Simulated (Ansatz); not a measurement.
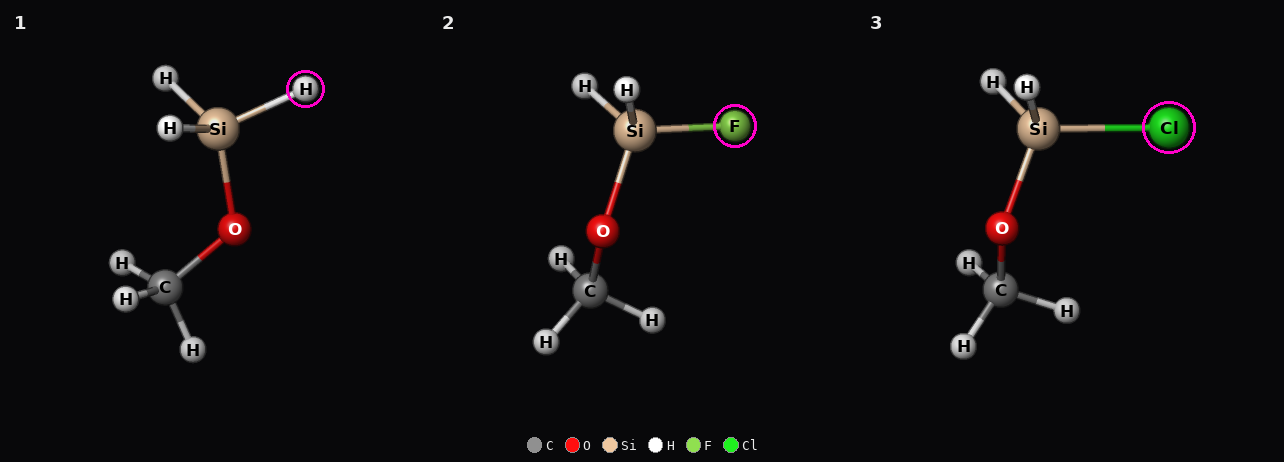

3 molecules with one skeleton, seen from the same side and at one scale; the atom that differs is circled. Each species is neutral and a spin singlet. Computed geometries: PBE0-D4/def2-TZVP optimisations, one conformation each. Properties computed with Ansatz 0.2.0.

One atom differs, called X below: H in panel 1, F in panel 2, Cl in panel 3. Their formulas are CH6OSi (`CO[SiH3]`), CH5FOSi (`CO[SiH2]F`), CH5ClOSi (`CO[SiH2]Cl`).

Rank them by the HOMO–LUMO gap, lowest first (ωB97M-V/def2-SVP).

Answer. 1 (H), 3 (Cl), 2 (F).

Rank them by the dipole moment, lowest first (ωB97M-V/def2-TZVPP).

Answer. 1 (H), 3 (Cl), 2 (F).

Give the values. With PBE0-D4/def2-TZVP: length of X–Si (Å), angle O–Si–X (°). With ωB97M-V/def2-SVP: HOMO energy (Kohn–Sham orbital) (eV), HOMO–LUMO gap (eV). With ωB97M-V/def2-TZVPP: dipole moment (D).

```json
{"quantity": "length of X–Si (Å)", "1 (H)": "1.481", "2 (F)": "1.598", "3 (Cl)": "2.057"}
{"quantity": "angle O–Si–X (°)", "1 (H)": "106.5", "2 (F)": "111.1", "3 (Cl)": "111.0"}
{"quantity": "HOMO energy (Kohn–Sham orbital) (eV)", "1 (H)": "−10.40", "2 (F)": "−11.04", "3 (Cl)": "−10.81"}
{"quantity": "HOMO–LUMO gap (eV)", "1 (H)": "13.15", "2 (F)": "14.36", "3 (Cl)": "13.78"}
{"quantity": "dipole moment (D)", "1 (H)": "1.12", "2 (F)": "1.60", "3 (Cl)": "1.52"}
```
